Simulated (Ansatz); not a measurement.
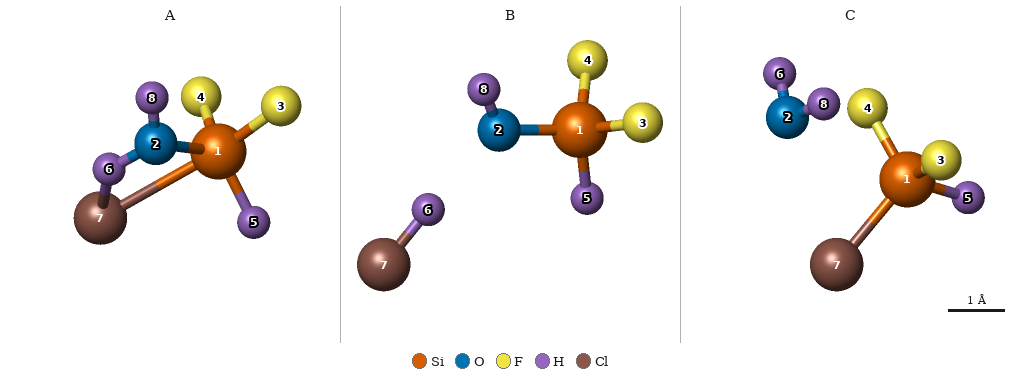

Three geometries of SiH₃OClF₂: a saddle point and the two minima that it joins, in shuffled order. A ball-and-stick model, seen from a free direction. Sticks join atoms that are closer than about 1.2 times the sum of their covalent radii (a little more with hydrogen).

Stationary points at PBE0-D4/def2-TZVP, single-point energies with CCSD(T)/CBS, r2SCAN0-D4, PBE0-D4 (def2-TZVPP where no basis is named; Ansatz 0.2.0). The energies are electronic, without zero-point or thermal terms, and both ends are the minima reached downhill from the saddle, with any fragments still in contact. CCSD(T)/CBS stands for a frozen-core estimate: MP2 correlation extrapolated from def2-TZVPP and def2-QZVPP, CCSD(T) minus MP2 from the smaller set.

Which frame is the transition state, what reaction does it lead through, and what barrier is to be expected?

Frame A is the saddle point. Counted by bonded pieces, B holds HCl + SiH₂OF₂ and C holds H₂O + SiHClF₂. From B over the saddle to C, bonds form: Si1–Cl7 (4.33 → 2.53 → 2.01 Å), O2–H6 (1.94 → 1.09 → 0.96 Å). Bonds break: Si1–O2 (1.63 → 1.76 → 3.17 Å), H6–Cl7 (1.29 → 1.69 → 3.86 Å). The saddle has one imaginary mode, 367i cm⁻¹. With CCSD(T)/CBS the barrier is 24.8 kcal/mol from B and 19.7 kcal/mol from C, and C lies 5.1 kcal/mol above B.

| level | barrier from B (kcal/mol) | barrier from C (kcal/mol) | C less B (kcal/mol) |
| --- | --- | --- | --- |
| CCSD(T)/CBS | 24.8 | 19.7 | 5.1 |
| r2SCAN0-D4 | 21.5 | 16.8 | 4.8 |
| PBE0-D4 | 20.8 | 16.7 | 4.2 |

Against CCSD(T)/CBS, r2SCAN0-D4 comes closest on the barrier from B (−3.2 kcal/mol) and PBE0-D4 misses most (−4.0 kcal/mol).
